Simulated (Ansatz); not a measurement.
FH$_{3}$OSi···CH$_{4}$···HF

The calculation's input:

```
crystal:
  periodic: [false, false, false]
  atoms:
    - { symbol: Si, position_ang: [-0.9329, 0.3246, -0.3939] }
    - { symbol: C, position_ang: [0.9156, -0.8122, -0.5308] }
    - { symbol: H, position_ang: [-1.4882, -0.3418, -1.5846] }
    - { symbol: H, position_ang: [-1.9256, 0.0348, 0.6353] }
    - { symbol: O, position_ang: [-0.755, 1.7692, -1.0954] }
    - { symbol: H, position_ang: [0.1595, 0.1894, 1.922] }
    - { symbol: F, position_ang: [-0.0539, 1.1326, 1.2179] }
    - { symbol: H, position_ang: [0.4187, -0.9968, 0.7585] }
    - { symbol: F, position_ang: [0.3332, -0.9952, 1.9617] }
    - { symbol: H, position_ang: [1.8577, -0.468, -0.096] }
    - { symbol: H, position_ang: [0.925, -1.8976, -0.6519] }
    - { symbol: H, position_ang: [0.9551, -0.4422, -1.5522] }
    - { symbol: H, position_ang: [-0.4093, 2.5032, -0.5906] }
basis:
  gaussian: { orbitals: def2-SVP }
hamiltonian:
  xc: pbe0
  dispersion: d4
relax:
  f_tol: 0.15
  max_steps: 25
  restrain:
    - { distance: [0, 6], at: 1.68, k: 30.0 }
    - { distance: [5, 8], at: 0.88, k: 30.0 }
    - { distance: [7, 1], at: 1.07, k: 30.0 }
    - { distance: [0, 1], at: 3.17, k: 30.0 }
    - { distance: [5, 6], at: 2.18, k: 30.0 }
    - { distance: [7, 8], at: 2.18, k: 30.0 }
output:
  orbitals: {}
```

Run with:

```sh
ansatz run input.yaml --threads 2 --pin off --max-ram 3072MiB --backend cpu --events-out ev --progress --plain --runs-dir out
```

The fields are those of the run's last geometry, not of the input's.

Not at a stationary point (largest force 0.9 eV/Å).

Theory: Ansatz 0.2.0, RKS PBE0-D4/def2-SVP.

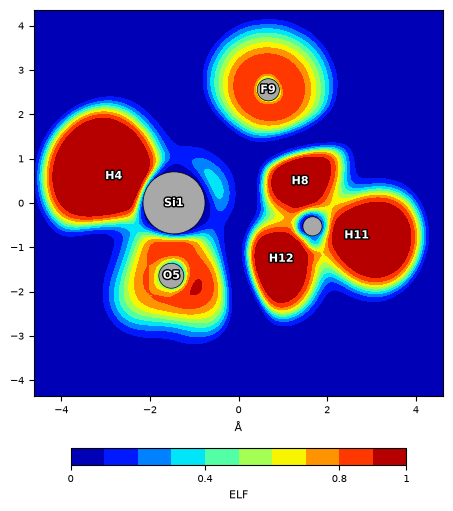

Figure 1. ELF on the plane of atoms H4, Si1 and O5. Grey discs cover the atomic cores.

Q: Interpret the plot.

A:
- The plane passes through Si, H, O and F nuclei.
- Si–O (1.65 Å): the ELF peaks at about 0.90 between the atoms (a polar covalent bond).
- Si–H (1.49 Å): the ELF climbs to about 1 towards the hydrogen, as it does in any bond to H.
- The ELF also peaks beside O5 and F9, away from the bonds: lone-pair regions.

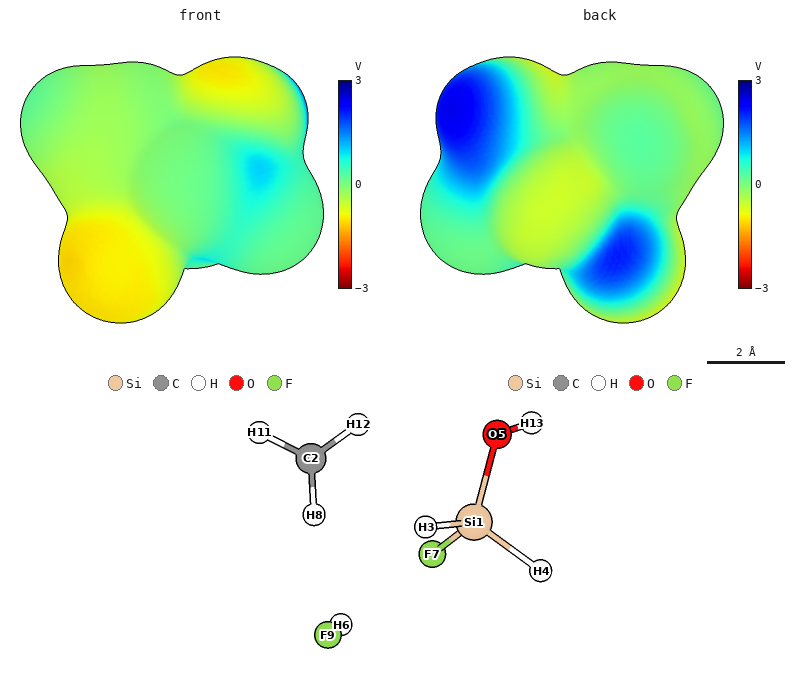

Figure 2. The molecular electrostatic potential painted on the density surface at 0.001 e/bohr³, seen from the front and from behind; the colour scale runs from red (negative) to blue (positive). The bare structure is drawn below in the same view.

Q: Where is the surface potential most negative and most positive?

A: The most negative region (about −1.1 V) lies over F9, the most positive (about +2.4 V) over H13.

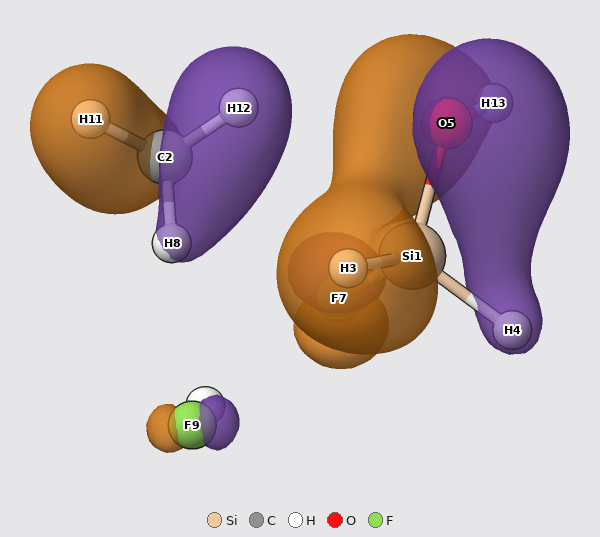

Figure 3. The HOMO−1 at ±0.08 Å⁻³ᐟ² (orange and purple are the two phases), seen across its widest extent.

Q: Where does this orbital lie, and at what energy?

A: By Hirshfeld shares it lies mainly on O5 (about 50 %), Si1 (about 10 %), C2 (about 10 %) and H3 (about 5 %). Its energy is −9.91 eV.
